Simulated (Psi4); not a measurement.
# CH4FSi (SMILES [CH2][SiH2]F) at UCCSD/6-311+G(d,p)

What is the vertical electron affinity of CH4FSi at UCCSD/6-311+G**? 

The calculation is run with Psi4 1.11.

1 further run of the same task is left out (set aside as unsound or not needed).

**1. The structure to begin with**

CH4FSi: 7 atoms, total charge 0, spin state doublet. SMILES: `[CH2][SiH2]F`. The coordinates come from a PBE0-D4/def2-TZVP relaxation. This is one conformer, not always the lowest.

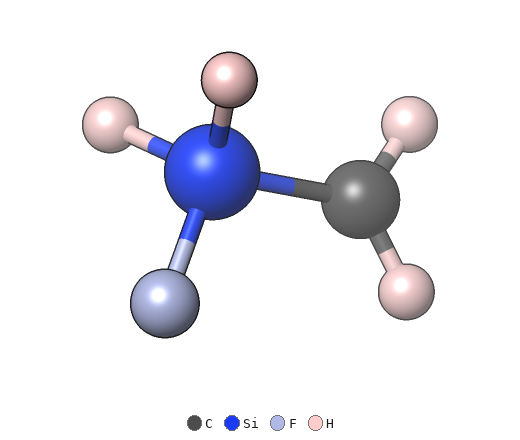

Viewed from a chosen angle; carbon dark grey, silicon blue, fluorine light blue, hydrogen pink.

**2. The energy at UCCSD/6-311+G(d,p)**

ch4fsi.xyz

```xyz
7
CH4FSi
C     -0.871900     0.281100    -0.615800
Si     0.588600    -0.157300     0.392500
F      0.652600    -1.749500     0.550500
H     -1.536000    -0.466000    -1.038500
H     -1.136000     1.310700    -0.837900
H      0.509900     0.430600     1.755300
H      1.854000     0.282500    -0.251700
```

ch4fsi.py

```python
import psi4

psi4.set_memory(1600000000)
psi4.set_num_threads(1)
psi4.set_output_file('run.log', False)

with open('ch4fsi.xyz') as f:
    atoms = ''.join(f.readlines()[2:])
m = psi4.geometry('0 2\n' + atoms + 'symmetry c1\nno_reorient\nno_com')

options = {'basis': '6-311+G**', 'reference': 'uhf', 'puream': True, 'e_convergence': 1e-09, 'd_convergence': 1e-08, 'scf_type': 'pk', 'num_frozen_docc': 7, 'maxiter': 200}
psi4.set_options(options)

E = psi4.energy("ccsd")
print(f'ccsd energy: {E:.10f} Eh')
```

Command:

```
$ python ch4fsi.py
```

run.log:

```text
[...]
  Running in c1 symmetry.
[...]
  Nuclear repulsion =  107.849747886844682
[...]
  Multiplicity = 2
[...]
  Nalpha       = 17
  Nbeta        = 16
[...]
    Number of basis functions: 98
[...]
   @UHF iter   1:  -428.51096745297622   -8.29718e-01   4.55530e-03 DIIS/ADIIS
[...]
   @UHF iter  14:  -428.63458460879082   -3.01270e-12   4.04087e-09 DIIS
[...]
   @S^2 Observed:                7.603368492E-01
[...]
    Orbital Energies [Eh]
    ---------------------
    Alpha Occupied:
       1A    -68.821058     2A    -26.280728     3A    -11.247324
       4A     -6.163664     5A     -4.272656     6A     -4.270334
       7A     -4.269965     8A     -1.583733     9A     -0.967273
      10A     -0.759600    11A     -0.665750    12A     -0.664495
      13A     -0.632446    14A     -0.589567    15A     -0.504589
      16A     -0.502559    17A     -0.396425
    Alpha Virtual:
      18A      0.056114    19A      0.070296    20A      0.075087
      21A      0.081617    22A      0.117257    23A      0.119771
      24A      0.140462    25A      0.157782    26A      0.198666
[...]
  @UHF Final Energy:  -428.63458460879082
   => Energetics <=
    Nuclear Repulsion Energy =            107.8497478868446819
    One-Electron Energy =                -808.3484190070148543
    Two-Electron Energy =                 271.8640865113794121
    Total Energy =                       -428.6345846087908171
  UHF NO Occupations:
  HONO-2 :   15  A 1.9991845
  HONO-1 :   16  A 1.9965965
[...]
 Multipole Moments:
 ------------------------------------------------------------------------------------
     Multipole            Electronic (a.u.)      Nuclear  (a.u.)        Total (a.u.)
 ------------------------------------------------------------------------------------
 L = 1.  Multiply by 2.5417464519 to convert [e a0] to [Debye]
 Dipole X            :        -16.4759602           16.2030787           -0.2728814
 Dipole Y            :         28.5057424          -27.7852101            0.7205322
 Dipole Z            :        -12.2955931           12.0600432           -0.2355499
 Magnitude           :                                                    0.8056766
[...]
      * MP2 total energy                      = -429.065515277941074
[...]
      * CCSD total energy                     = -429.098887021717417
```

Standard output:

```text
ccsd energy: -429.0988870217 Eh
```

It took 80 s on 1 thread of AMD EPYC 7R13 (Zen 3), shared host; peak memory 0.92 GiB.

**3. The singlet anion, same level**

ch4fsi.in

```
memory 1600 mb

molecule mol {
  -1 1
  C     -1.64765221     0.53120201    -1.16369335
  Si     1.11229280    -0.29725392     0.74171750
  F      1.23323527    -3.30607586     1.04029423
  H     -2.90261933    -0.88061237    -1.96248058
  H     -2.14672888     2.47686403    -1.58340152
  H      0.96357135     0.81371607     3.31703627
  H      3.50355224     0.53384763    -0.47564407
  units bohr
  symmetry c1
}

set globals {
  puream          true
  e_convergence   1e-09
  d_convergence   1e-08
  scf_type        pk
  num_frozen_docc 7
}

E = energy("ccsd/6-311+G**")
```

Command:

```
$ psi4 ch4fsi.in ch4fsi.out -n 1
```

ch4fsi.out:

```text
[...]
  Running in c1 symmetry.
[...]
  Nuclear repulsion =  107.849747826140572
[...]
  Multiplicity = 1
[...]
  Nalpha       = 17
  Nbeta        = 17
[...]
    Number of basis functions: 98
[...]
   @RHF iter   1:  -428.40119502161008   -7.19939e-01   6.43530e-03 DIIS/ADIIS
[...]
   @RHF iter  12:  -428.61291878941859   -1.51772e-11   4.44102e-09 DIIS
[...]
    Orbital Energies [Eh]
    ---------------------
    Doubly Occupied:
       1A    -68.608296     2A    -26.099380     3A    -10.947043
       4A     -5.949315     5A     -4.058788     6A     -4.055887
       7A     -4.055146     8A     -1.403506     9A     -0.655474
      10A     -0.562411    11A     -0.484255    12A     -0.483356
      13A     -0.420631    14A     -0.310891    15A     -0.293664
      16A     -0.241658    17A     -0.039600
[...]
  @RHF Final Energy:  -428.61291878941859
   => Energetics <=
    Nuclear Repulsion Energy =            107.8497478261405718
    One-Electron Energy =                -815.5867328483823258
    Two-Electron Energy =                 279.1240662328231110
    Total Energy =                       -428.6129187894185861
[...]
 Multipole Moments:
 ------------------------------------------------------------------------------------
     Multipole            Electronic (a.u.)      Nuclear  (a.u.)        Total (a.u.)
 ------------------------------------------------------------------------------------
 L = 1.  Multiply by 2.5417464519 to convert [e a0] to [Debye]
 Dipole X            :          3.0140914           -1.7037847            1.3103067
 Dipole Y            :         -5.2757165            4.5750282           -0.7006883
 Dipole Z            :          2.4000140           -1.4740758            0.9259382
 Magnitude           :                                                    1.7507796
[...]
      * MP2 total energy                      = -429.089014228853785
[...]
      * CCSD total energy                     = -429.116167506697025
[...]
```

It took 38 s on 1 thread of AMD EPYC 7R13 (Zen 3), shared host; peak memory 0.85 GiB.

**4. Summary of results**

Level: UCCSD/6-311+G**, 7 core orbitals frozen.

```
                                                                  quantity          value
                                              doublet CH4FSi: total energy  -429.09889 Eh
doublet CH4FSi: HOMO energy (Hartree–Fock orbitals) (highest over α and β)      -10.79 eV
 doublet CH4FSi: LUMO energy (Hartree–Fock orbitals) (lowest over α and β)        1.40 eV
               doublet CH4FSi: correlation energy (7 core orbitals frozen)     -464.3 mEh
                         doublet CH4FSi: ⟨S²⟩ of the reference determinant          0.760
                                             doublet CH4FSi: T1 diagnostic          0.017
                                               singlet anion: total energy  -429.11617 Eh
                        singlet anion: HOMO energy (Hartree–Fock orbitals)       -1.08 eV
                        singlet anion: LUMO energy (Hartree–Fock orbitals)        5.18 eV
      singlet anion: HOMO–LUMO gap (to an unbound level, set by the basis)        6.26 eV
                singlet anion: correlation energy (7 core orbitals frozen)     -503.2 mEh
                                              singlet anion: T1 diagnostic          0.012
                         vertical electron affinity (to the singlet anion)       0.470 eV
```

In words: At fixed nuclei the extra electron is bound by 0.47 eV (45.4 kJ/mol).
